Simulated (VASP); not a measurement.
# Nickel: accuracy against cost in the SCF threshold and smearing, part 3 of 3

How sensitive are energy and pressure of Nickel to the SCF threshold and smearing? The series runs use r2SCAN. The start is a cell from a database of measured crystal structures.

VASP 6.6.1; r2SCAN, spin-polarised from a ferromagnetic start (one magnetic atom a cell); plane waves and PAW (Ni).

Still holding for the runs below: The cell holds one magnetic atom, so no antiferromagnetic order fits into it. The k-mesh is coarse for a metal.

So far. Step 14 (Smearing: ISMEAR = 1, SIGMA = 0.01): Against the first of the series the energy at zero width moves by +0.01 meV an atom and the pressure by -0.03 GPa, after 14 cycles in 17 s. The entropy term T·S comes to 0.00 meV an atom in size.

## (15) Smearing: ISMEAR = 1, SIGMA = 0.05

INCAR

```
SYSTEM = Ni
PREC = Accurate
ENCUT = 400
EDIFF = 1E-06
NELM = 100
ISMEAR = 1
SIGMA = 0.05
LREAL = .FALSE.
ALGO = Normal
METAGGA = R2SCAN
LASPH = .TRUE.
NBANDS = 11
ISPIN = 2
MAGMOM = 1
LMAXMIX = 4
LORBIT = 11
LWAVE = .FALSE.
LCHARG = .FALSE.
KPAR = 2
ISIF = 2
```

POSCAR

```
Ni
1.0
    0.0000000000      1.7619350000      1.7619350000
    1.7619350000      0.0000000000      1.7619350000
    1.7619350000      1.7619350000      0.0000000000
Ni
1
Direct
    0.0000000000      0.0000000000      0.0000000000
```

KPOINTS

```
Automatic mesh
0
Gamma
11 11 11
0 0 0
```

PAW data sets: Ni (PBE family, release 64).

Run with:

```console
$ mpirun -np 2 vasp_std
```

Log:

```text
[... set-up lines as in an earlier step ...]
 entering main loop
       N       E                     dE             d eps       ncg     rms          rms(c)
DAV:   1     0.184505795909E+02    0.18451E+02   -0.39730E+03  2534   0.975E+02
DAV:   2    -0.134735070484E+02   -0.31924E+02   -0.30057E+02  2572   0.160E+02
DAV:   3    -0.142859415310E+02   -0.81243E+00   -0.80559E+00  2803   0.306E+01
DAV:   4    -0.142936295584E+02   -0.76880E-02   -0.76866E-02  2874   0.252E+00
[...]
DAV:  18    -0.119239650753E+02   -0.15083E-03   -0.10089E-03  2701   0.399E-01    0.109E-01
DAV:  19    -0.119239961622E+02   -0.31087E-04   -0.12208E-04  2746   0.137E-01    0.115E-02
DAV:  20    -0.119239961115E+02    0.50747E-07   -0.73125E-07  1428   0.111E-02
   1 F= -.11923996E+02 E0= -.11924166E+02  d E =0.511151E-03  mag=     0.7845
```

Run time: 31 s. Hardware: 2 MPI ranks of Intel Xeon Platinum 8488C (Sapphire Rapids), shared host; peak memory 0.23 GiB; 60 s of CPU time.

Parts of OUTCAR (step 15):

```text
  Total       -0.5132911     -0.5132911     -0.5132911      0.0000000      0.0000000      0.0000000
  in kB      -75.1752094    -75.1752094    -75.1752094      0.0000000      0.0000000      0.0000000
  external PRESSURE =     -75.1752094 kB  Pullay stress =       0.0000000 kB

 POSITION                                       TOTAL-FORCE (eV/Angst)
 -----------------------------------------------------------------------------------
      0.00000      0.00000      0.00000        -0.000000     -0.000000     -0.000000
 -----------------------------------------------------------------------------------
    total drift:                                0.000000      0.000000     -0.000000

  FREE ENERGIE OF THE ION-ELECTRON SYSTEM (eV)
  ---------------------------------------------------
  free  energy   TOTEN  =       -11.9239961115 eV

  energy  without entropy=      -11.9245072621  energy(sigma->0) =      -11.92416649

 magnetization (x)
# of ion       s       p       d       tot
------------------------------------------
    1       -0.008  -0.040   0.856   0.807

[... 2 parts as in an earlier step ...]

[... 1 further part left out ...]
[key lines of the parts left out:]
E-fermi :   9.2416
```

Against the run before the energy at zero width moves by -4.67 meV an atom and the pressure by +1.72 GPa, after 20 cycles in 31 s. The entropy term T·S comes to 0.51 meV an atom in size.

## (16) Smearing: ISMEAR = 1, SIGMA = 0.1

INCAR, as its differences from that of step 15:

```diff
@@ -6,3 +6,3 @@
 ISMEAR = 1
-SIGMA = 0.05
+SIGMA = 0.1
 LREAL = .FALSE.
```

POSCAR is that of step 15.

KPOINTS is that of step 15.

Run with:

```console
$ mpirun -np 2 vasp_std
```

Log:

```text
[... set-up lines as in an earlier step ...]
 entering main loop
       N       E                     dE             d eps       ncg     rms          rms(c)
DAV:   1     0.184501796994E+02    0.18450E+02   -0.39730E+03  2534   0.975E+02
DAV:   2    -0.134734729378E+02   -0.31924E+02   -0.30061E+02  2572   0.160E+02
DAV:   3    -0.142863109097E+02   -0.81284E+00   -0.80605E+00  2803   0.306E+01
DAV:   4    -0.142940014256E+02   -0.76905E-02   -0.76893E-02  2874   0.252E+00
[...]
DAV:  15    -0.119230304664E+02    0.95951E-05   -0.20211E-05  2673   0.492E-02    0.853E-03
DAV:  16    -0.119230344834E+02   -0.40169E-05   -0.17456E-06  1331   0.153E-02    0.884E-04
DAV:  17    -0.119230348724E+02   -0.38902E-06   -0.69231E-08  1292   0.279E-03
   1 F= -.11923035E+02 E0= -.11923763E+02  d E =0.218433E-02  mag=     0.7828
```

Elapsed: 18 s, on 2 MPI ranks; peak memory 0.22 GiB; 35 s of CPU time.

Parts of OUTCAR (step 16):

```text
  Total       -0.5226545     -0.5226545     -0.5226545     -0.0000000     -0.0000000      0.0000000
  in kB      -76.5465462    -76.5465462    -76.5465462     -0.0000000     -0.0000000      0.0000000
  external PRESSURE =     -76.5465462 kB  Pullay stress =       0.0000000 kB

 POSITION                                       TOTAL-FORCE (eV/Angst)
 -----------------------------------------------------------------------------------
      0.00000      0.00000      0.00000         0.000000      0.000000      0.000000
 -----------------------------------------------------------------------------------
    total drift:                                0.000000      0.000000      0.000000

  FREE ENERGIE OF THE ION-ELECTRON SYSTEM (eV)
  ---------------------------------------------------
  free  energy   TOTEN  =       -11.9230348724 eV

  energy  without entropy=      -11.9252192002  energy(sigma->0) =      -11.92376298

 magnetization (x)
# of ion       s       p       d       tot
------------------------------------------
    1       -0.008  -0.040   0.854   0.806

[... 2 parts as in an earlier step ...]

[... 1 further part left out ...]
[key lines of the parts left out:]
E-fermi :   9.2591
```

Against the run before the energy at zero width moves by +0.40 meV an atom and the pressure by -0.14 GPa, after 17 cycles in 18 s. The entropy term T·S comes to 2.18 meV an atom in size.

## (17) Smearing: ISMEAR = 1, SIGMA = 0.2

INCAR, as its differences from that of step 16:

```diff
@@ -6,3 +6,3 @@
 ISMEAR = 1
-SIGMA = 0.1
+SIGMA = 0.2
 LREAL = .FALSE.
```

POSCAR is that of step 16.

KPOINTS is that of step 16.

Run with:

```console
$ mpirun -np 2 vasp_std
```

Log:

```text
[... set-up lines as in an earlier step ...]
 entering main loop
       N       E                     dE             d eps       ncg     rms          rms(c)
DAV:   1     0.184492457770E+02    0.18449E+02   -0.39730E+03  2534   0.975E+02
DAV:   2    -0.134738631481E+02   -0.31923E+02   -0.30067E+02  2572   0.160E+02
DAV:   3    -0.142869660006E+02   -0.81310E+00   -0.80751E+00  2803   0.306E+01
DAV:   4    -0.142946368078E+02   -0.76708E-02   -0.76683E-02  2874   0.252E+00
[...]
DAV:  16    -0.119227432019E+02   -0.90123E-05   -0.64805E-06  2090   0.290E-02    0.210E-03
DAV:  17    -0.119227416575E+02    0.15444E-05   -0.47971E-08  1298   0.287E-03    0.388E-04
DAV:  18    -0.119227418675E+02   -0.21005E-06   -0.67829E-09  1289   0.115E-03
   1 F= -.11922742E+02 E0= -.11921571E+02  d E =-.351262E-02  mag=     0.7550
```

Run time: 25 s. Hardware: 2 MPI ranks; peak memory 0.23 GiB.

OUTCAR, selected parts (step 17):

```text
  Total       -0.5322535     -0.5322535     -0.5322535      0.0000000      0.0000000      0.0000000
  in kB      -77.9523979    -77.9523979    -77.9523979      0.0000000      0.0000000      0.0000000
  external PRESSURE =     -77.9523979 kB  Pullay stress =       0.0000000 kB

  FREE ENERGIE OF THE ION-ELECTRON SYSTEM (eV)
  ---------------------------------------------------
  free  energy   TOTEN  =       -11.9227418675 eV

  energy  without entropy=      -11.9192292456  energy(sigma->0) =      -11.92157099

 magnetization (x)
# of ion       s       p       d       tot
------------------------------------------
    1       -0.010  -0.042   0.830   0.778

[... 3 parts as in an earlier step ...]

[... 1 further part left out ...]
[key lines of the parts left out:]
E-fermi :   9.2577
```

Against the run before the energy at zero width moves by +2.19 meV an atom and the pressure by -0.14 GPa, after 18 cycles in 25 s. The entropy term T·S comes to 3.51 meV an atom in size.

## (18) Smearing: ISMEAR = 1, SIGMA = 0.5

INCAR, as its differences from that of step 17:

```diff
@@ -6,3 +6,3 @@
 ISMEAR = 1
-SIGMA = 0.2
+SIGMA = 0.5
 LREAL = .FALSE.
```

POSCAR is that of step 17.

KPOINTS is that of step 17.

Run with:

```console
$ mpirun -np 2 vasp_std
```

Log:

```text
[... set-up lines as in an earlier step ...]
 entering main loop
       N       E                     dE             d eps       ncg     rms          rms(c)
DAV:   1     0.184487253947E+02    0.18449E+02   -0.39730E+03  2534   0.975E+02
DAV:   2    -0.134771053987E+02   -0.31926E+02   -0.30075E+02  2572   0.160E+02
DAV:   3    -0.142906069674E+02   -0.81350E+00   -0.80817E+00  2803   0.306E+01
DAV:   4    -0.142982917132E+02   -0.76847E-02   -0.76815E-02  2874   0.252E+00
[...]
DAV:  13    -0.119330820322E+02    0.14523E-05   -0.20923E-05  2962   0.559E-02    0.114E-02
DAV:  14    -0.119330845374E+02   -0.25053E-05   -0.64738E-06  2411   0.308E-02    0.215E-03
DAV:  15    -0.119330850376E+02   -0.50017E-06   -0.19795E-07  1310   0.509E-03
   1 F= -.11933085E+02 E0= -.11927556E+02  d E =-.165871E-01  mag=     0.7120
```

Elapsed: 17 s, on 2 MPI ranks; peak memory 0.23 GiB; 33 s of CPU time.

From OUTCAR (step 18):

```text
  Total       -0.5542645     -0.5542645     -0.5542645      0.0000000      0.0000000      0.0000000
  in kB      -81.1760618    -81.1760618    -81.1760618      0.0000000      0.0000000      0.0000000
  external PRESSURE =     -81.1760618 kB  Pullay stress =       0.0000000 kB

  FREE ENERGIE OF THE ION-ELECTRON SYSTEM (eV)
  ---------------------------------------------------
  free  energy   TOTEN  =       -11.9330850376 eV

  energy  without entropy=      -11.9164979336  energy(sigma->0) =      -11.92755600

 magnetization (x)
# of ion       s       p       d       tot
------------------------------------------
    1       -0.011  -0.044   0.792   0.737

[... 3 parts as in an earlier step ...]

[... 1 further part left out ...]
[key lines of the parts left out:]
E-fermi :   9.2138
```

Against the run before the energy at zero width moves by -5.99 meV an atom and the pressure by -0.32 GPa, after 15 cycles in 17 s. The entropy term T·S comes to 16.59 meV an atom in size.

## (19) Smearing: ISMEAR = -5

INCAR, as its differences from that of step 18:

```diff
@@ -5,4 +5,4 @@
 NELM = 100
-ISMEAR = 1
-SIGMA = 0.5
+ISMEAR = -5
+SIGMA = 0.05
 LREAL = .FALSE.
```

POSCAR is that of step 18.

KPOINTS is that of step 18.

Run with:

```console
$ mpirun -np 2 vasp_std
```

Log:

```text
[... set-up lines as in an earlier step ...]
 entering main loop
       N       E                     dE             d eps       ncg     rms          rms(c)
DAV:   1     0.184603170956E+02    0.18460E+02   -0.39730E+03  2534   0.975E+02
DAV:   2    -0.134781728479E+02   -0.31938E+02   -0.30360E+02  2572   0.160E+02
DAV:   3    -0.142913834046E+02   -0.81321E+00   -0.81039E+00  2803   0.307E+01
DAV:   4    -0.142990140395E+02   -0.76306E-02   -0.76267E-02  2874   0.251E+00
[...]
DAV:  14    -0.119303287950E+02   -0.12667E-04   -0.29870E-06  1937   0.214E-02    0.114E-03
DAV:  15    -0.119303301217E+02   -0.13267E-05   -0.52479E-08  1334   0.271E-03    0.634E-04
DAV:  16    -0.119303303886E+02   -0.26692E-06   -0.12932E-08  1301   0.115E-03
   1 F= -.11930330E+02 E0= -.11930330E+02  d E =0.000000E+00  mag=     0.7128
 -----------------------------------------------------------------------------
|                                                                             |
|           W    W    AA    RRRRR   N    N  II  N    N   GGGG   !!!           |
|           W    W   A  A   R    R  NN   N  II  NN   N  G    G  !!!           |
|           W    W  A    A  R    R  N N  N  II  N N  N  G       !!!           |
|           W WW W  AAAAAA  RRRRR   N  N N  II  N  N N  G  GGG   !            |
|           WW  WW  A    A  R   R   N   NN  II  N   NN  G    G                |
|           W    W  A    A  R    R  N    N  II  N    N   GGGG   !!!           |
|                                                                             |
|     Tetrahedron method does not include variations of the Fermi             |
|     occupations, so forces and stress will be inaccurate. We suggest        |
|     using a different smearing scheme ISMEAR = 1 or 2 for metals in         |
|     relaxations.                                                            |
|                                                                             |
 -----------------------------------------------------------------------------
```

Elapsed: 18 s, on 2 MPI ranks; peak memory 0.23 GiB.

From OUTCAR (step 19):

```text
  Total       -0.5623299     -0.5623299     -0.5623299      0.0000000      0.0000000     -0.0000000
  in kB      -82.3573088    -82.3573088    -82.3573088      0.0000000      0.0000000     -0.0000000
  external PRESSURE =     -82.3573088 kB  Pullay stress =       0.0000000 kB

 POSITION                                       TOTAL-FORCE (eV/Angst)
 -----------------------------------------------------------------------------------
      0.00000      0.00000      0.00000        -0.000000     -0.000000      0.000000
 -----------------------------------------------------------------------------------
    total drift:                                0.000000      0.000000      0.000000

  FREE ENERGIE OF THE ION-ELECTRON SYSTEM (eV)
  ---------------------------------------------------
  free  energy   TOTEN  =       -11.9303303886 eV

  energy  without entropy=      -11.9303303886  energy(sigma->0) =      -11.93033039

 magnetization (x)
# of ion       s       p       d       tot
------------------------------------------
    1       -0.011  -0.045   0.794   0.738

[... 2 parts as in an earlier step ...]

[... 1 further part left out ...]
[key lines of the parts left out:]
E-fermi :   9.2681
```

With tetrahedra the forces and stress of a metal are not exact derivatives of the energy.

Against the first of the series the energy at zero width moves by -10.82 meV an atom and the pressure by +0.97 GPa, after 16 cycles in 18 s.

## (20) The smearing series as a table

This step: convergence of r2SCAN results with the smearing; plane waves and PAW (VASP 6.6.1).

No new run; the numbers come from the runs before.

One cell and one 11×11×11 mesh. Free energy against width, by row:

```tsv
Gaussian width σ (eV)	free energy less that at the narrowest width (meV/atom)
0.01	0
0.05	-4.93
0.1	-7.11
0.2	-19.53
0.5	-92.78
```

Differences are taken from the run with ISMEAR = 0, SIGMA = 0.01. Results of the series, by row:

```tsv
setting	status	energy less the reference (meV/atom)	pressure (GPa)	moment (μB)	SCF cycles	wall time (s)
ISMEAR = 0, SIGMA = 0.01	converged	0	-9.206	0.6031	14	13.8
ISMEAR = 0, SIGMA = 0.05	converged	-4.512	-7.602	0.7806	17	24
ISMEAR = 0, SIGMA = 0.1	converged	-3.42	-7.712	0.765	18	24.1
ISMEAR = 0, SIGMA = 0.2	converged	-3.107	-8.069	0.7165	15	16.6
ISMEAR = 0, SIGMA = 0.5	converged	-11.91	-7.368	0.6966	16	21
ISMEAR = 1, SIGMA = 0.01	converged	0.0113	-9.236	0.6015	14	16.8
ISMEAR = 1, SIGMA = 0.05	converged	-4.659	-7.518	0.7855	20	31
ISMEAR = 1, SIGMA = 0.1	converged	-4.255	-7.655	0.7829	17	18
ISMEAR = 1, SIGMA = 0.2	converged	-2.063	-7.795	0.755	18	25
ISMEAR = 1, SIGMA = 0.5	converged	-8.048	-8.118	0.7119	15	17
ISMEAR = -5	converged	-10.82	-8.236	0.7128	16	18.4
```

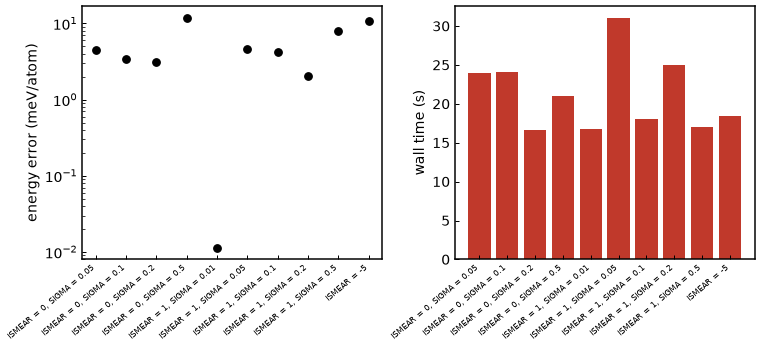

The energy error in size, against the reference run (errors under 0.01 are drawn at 0.01), and the wall time by setting.

## (21) What came out

```
SCF threshold from which the energy stays within 10 meV/atom of the reference : EDIFF = 0.01
SCF threshold from which the energy stays within 1 meV/atom of the reference  : EDIFF = 0.01
SCF threshold from which the pressure stays within 0.2 GPa of the reference   : EDIFF = 1E-05
spread of the pressure over the SCF threshold                                 : 7.26 GPa
spread of the energy over the SCF threshold                                   : 1.16 meV/atom
spread of the pressure over the smearing                                      : 1.87 GPa
spread of the energy over the smearing                                        : 11.9 meV/atom
```

From EDIFF = 0.01 on, the energy stays within 1 meV an atom of the reference, at 28 % of its time. The pressure holds within 0.2 GPa from EDIFF = 1E-05 on. The loosest stop saves 14 of 22 cycles and costs -0.4 meV an atom, -6.96 GPa. The usual rule keeps the entropy term T·S under 1 meV an atom, which holds up to a width of 0.05 eV for Gaussian and 0.05 eV for first-order Methfessel-Paxton. That rule is made for Methfessel-Paxton; with the other schemes the zero-width estimate is the energy to use. Farthest in energy from the narrowest smearing lies ISMEAR = 0, SIGMA = 0.5 (-11.9 meV an atom, +1.84 GPa). On a fixed mesh a narrow width is not the exact answer for a metal: it samples the Fermi surface more noisily. Forces vanish by symmetry in this cell, so the series can't test them.

[Lines on the potential files, build, host, timing and source positions are cut from VASP's logs without a mark.]

[Logs are printed without paths, hosts, clocks, repeated set-up lines and the standing remarks that a program may print on its own settings, such as how far it seeks lower states.]

[Hosts, paths, dates, database ids (printed as entryN), source tags and the programs' standing remarks are cut or masked in the printed files.]

[A measured line is paired with the nearest computed mode of its activity, which favours agreement.]
